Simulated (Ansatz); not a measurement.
Fields on a plane of AgI (zinc blende)

```
AgI
1.0
    0.00000     3.31417     3.31417
    3.31417     0.00000     3.31417
    3.31417     3.31417     0.00000
I Ag
1 1
Direct
  0.75000   0.75000   0.75000
  0.00000   0.00000   0.00000
```

The slice is a {111} plane (indices of the conventional cell) through the point (0.000, 0.000, 0.000) (fractional), spanned by u = [100] and v = [-1 2 0] in vectors of this cell: u (4.69 Å) and v (8.12 Å, at 90° to u). It covers one period; positions are fractions (u, v).

Atoms on it: Ag at (0.00, 0.00); Ag at (0.50, 0.50). Other atoms lie within 1 Å of the plane.

Calculation: PBE (plane waves to 420 eV, PAW, scalar-relativistic; Ansatz, a first-principles code). k mesh 9×9×9. Inside the PAW spheres the values are not all-electron values, and peaks at nuclei hang on which shells count as valence. AgI was relaxed with its symmetry unable to fall. Spin-orbit coupling is left out, though I is heavy.

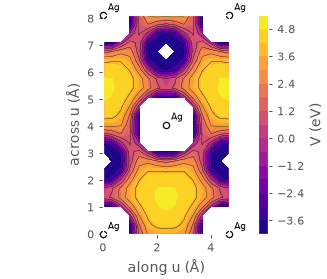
*Electrostatic potential energy of an electron, from the cell's mean, in eV, one period of the plane, atoms marked. Points within 1 Å of a nucleus are left white, as the pseudised field means little there. Values under -4 eV are set to -4. The zero, the cell's mean, hangs on the PAW cores.*

```
|@%#+=-===-=+#%|
|##+====+====+#|
|++====+++====+|
|----=+++++=---|
|:::-==+++==-::|
|...:-==+==-:..|
|  .:--===--:. |
|  .::-===-::. |
|  .:-=+++=-:. |
|...:=+###+=:..|
|:::-+#%@%#+-::|
|----+#@@@#+---|
|==-=+#%@%#+=-=|
|+====+###+====|
|++====+++====+|
|+++=-------=++|
|++==-:::::-==+|
|+==-:.....:-==|
|==--:.   .:--=|
|==-::.   .::-=|
|++=-:.   .:-=+|
|##+=:.....:=+#|
|@%#+-:::::-+#%|
|@@#+-------+#@|
```
Scale: ten equal steps from -2.14 (start of ' ') to 1.32 (end of '@'), in the order ' .:-=+*#%@'. Values: log₁₀ of the valence density in e/Å³. The map has 14 points along u (one character each, u = 0 at the left) and 24 along v (v = 0 in the bottom row). The scale is logarithmic, as a density can span decades between atoms and voids.
